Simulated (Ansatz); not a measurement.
System: BiOs.

The calculation's input:

```
crystal:
  lattice:
    - [0.0, 2.7958475025, 2.7958475025]
    - [2.7958475025, 0.0, 2.7958475025]
    - [2.7958475025, 2.7958475025, 0.0]
  atoms:
    - { symbol: Os, position: [0.4785396021, 0.5214603979, 0.5214603979] }
    - { symbol: Bi, position: [0.0, 0.0, 0.0] }
basis:
  ecutwfc: 420
  ecutrho_ratio: 4
kpoints:
  mp_grid: { grid: [10, 10, 10] }
hamiltonian:
  xc: pbe
scf:
  occupations: { method: gaussian, width: 0.05 }
output:
  forces: true
  stress: true
  eigenvalues: true
  write_density: true
  write_potential: true
  elf: true
  volumetric_format: npy
```

Command:

```sh
ansatz run input.yaml --threads 2 --pin off --max-ram 2662MiB --backend cpu --events-out ev --progress --plain --runs-dir out
```

Below, planes, directions and counts refer to the conventional cell (a = 3.95 Å, b = 3.95 Å, c = 5.59 Å, α = 90.00°, β = 90.00°, γ = 90.00°).

Space group I4mm; started from the rocksalt prototype, which need not be the ambient phase; changed on purpose from its base cell (atom 1 (Os) moved 0.12 A along x); not relaxed (largest force 0.5 eV/Å); computed without spin polarisation.

Level of theory: DFT PBE, scalar-relativistic, plane waves, PAW (Ansatz).

Q: What can the converged valence pseudo-density and electron localisation function tell about the bonding?

A: Bi–Os (2.68 Å): ρ at the midpoint is about 0.48 e/Å³; the ELF is about 0.40 at the midpoint.
Bi–Os (2.92 Å): ρ at the midpoint is about 0.3 e/Å³; the ELF is about 0.35 at the midpoint: no localised pair shows between them.

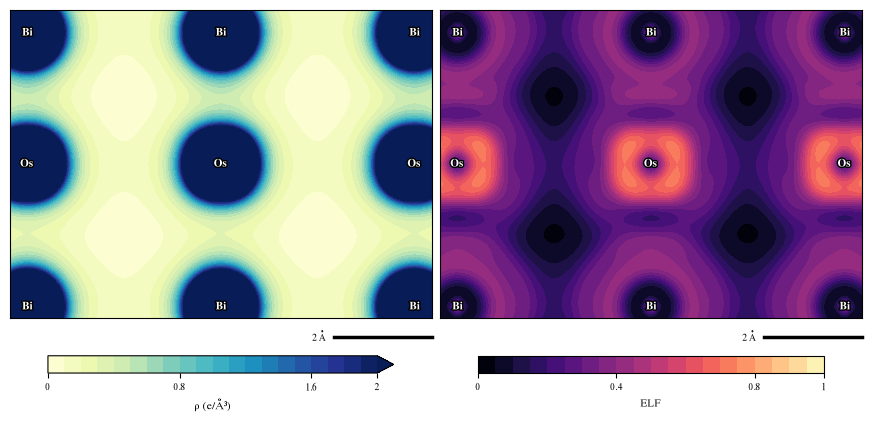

Computed valence pseudo-density and electron localisation function on the (100) plane of the conventional cell, in this order. 

Core electrons are frozen (PAW), and the valence fields are smoothed inside the atomic spheres.
